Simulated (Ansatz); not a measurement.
Input file:

```
crystal:
  lattice:
    - [4.4860080493, 0.0, 0.0]
    - [-2.2430040246, 3.8849969323, 0.0]
    - [0.0, 0.0, 6.9650188548]
  atoms:
    - { symbol: Na, position: [0.3333333333, 0.6666666667, 0.8489521543] }
    - { symbol: Na, position: [0.6666666667, 0.3333333333, 0.1510478457] }
    - { symbol: Ta, position: [0.3333333333, 0.6666666667, 0.4069137261] }
    - { symbol: Ta, position: [0.6666666667, 0.3333333333, 0.5930862739] }
    - { symbol: Al, position: [0.0, 0.0, 0.0] }
    - { symbol: Si, position: [0.0, 0.0, 0.5] }
basis:
  ecutwfc: 420
kpoints:
  mp_grid: { grid: [12, 12, 6] }
  band_path:
    path:
      - [[0.0, 0.0, 0.0], [0.5, 0.0, 0.0], [0.33333333, 0.33333333, 0.0], [0.0, 0.0, 0.0], [0.0, 0.0, 0.5], [0.5, 0.0, 0.5], [0.33333333, 0.33333333, 0.5], [0.0, 0.0, 0.5]]
      - [[0.5, 0.0, 0.5], [0.5, 0.0, 0.0]]
      - [[0.33333333, 0.33333333, 0.5], [0.33333333, 0.33333333, 0.0]]
    npoints: 14
hamiltonian:
  xc: pbe
scf:
  occupations: { method: gaussian, width: 0.1 }
  n_extra_bands: 15
output:
  forces: true
  stress: true
  eigenvalues: true
  populations: true
  dos: { projected: true, de: 0.02, nscf_kmesh: { grid: [15, 15, 8] } }
  bader: true
  write_density: true
  write_potential: true
  elf: true
  volumetric_format: npy
```

Launched as:

```sh
ansatz run input.yaml --threads 1 --pin off --max-ram 2560MiB --backend cpu --events-out ev --progress --plain --runs-dir out
```

Below, planes, directions and counts refer to the conventional cell (a = 4.49 Å, b = 4.49 Å, c = 6.97 Å, α = 90.00°, β = 90.00°, γ = 120.00°).

Space group P-3m1; a structure from a database of computed crystals, not necessarily the ambient phase; a generated structure, not necessarily the stable one; computed without spin polarisation.

Level of theory: DFT PBE, scalar-relativistic, plane waves, PAW in Ansatz 0.2.0.

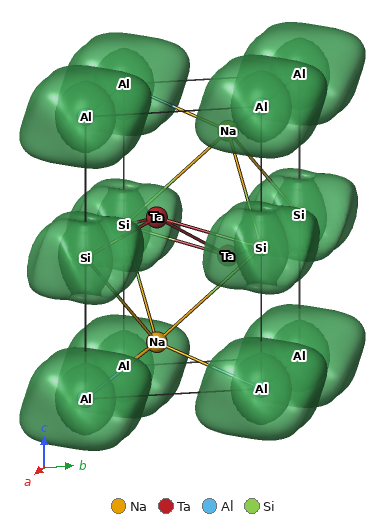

Na2Ta2AlSi. Isosurface of the electron localisation function at 0.6 (green), seen slightly off an axis. Core shells and regions of very low density are left out. Sticks mark near contacts.

In a PAW calculation such maps are meaningful between the atoms, not at the nuclei.

Q: Where are the electrons localised?

A: At this value the surface marks out one region wrapped around Al (its valence shell) and one region wrapped around Si (its valence shell), counted in one cell of 6 atoms. Regions shared between cells count once. Profiles from the grid: Ta–Si (2.67 Å): the ELF peaks at about 0.75 in the valence shell of Si, 0.9 Å from its nucleus, and is about 0.35 at the midpoint. Na–Al (2.80 Å): the ELF peaks at about 0.80 in the valence shell of Al, 1.0 Å from its nucleus, and is about 0.45 at the midpoint.
